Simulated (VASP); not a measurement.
Band structure of TcN (space group Pm-3m). Computed with PBEsol GGA, VASP's PBE PAW potentials (set 64) (plane waves; VASP 6.6.1).

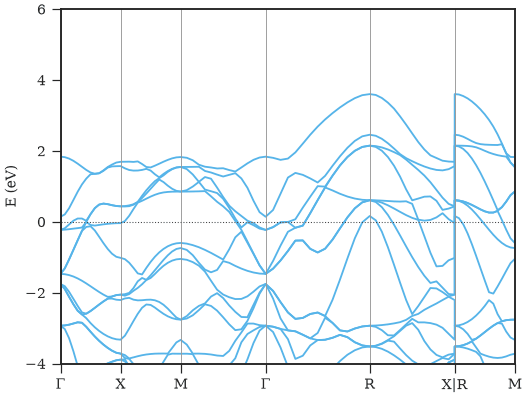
Figure: Bands along high-symmetry lines, zero at the valence-band maximum or, without a gap, the Fermi level

Read the plot: is there a gap, and where are the band edges?

It has no gap at this level: it comes out as a metal or semimetal. (Edges off the drawn lines would not show.)

The structure comes from a computed database's TcN entry (Pm-3m); how it stands against other phases isn't given here. It was relaxed first.
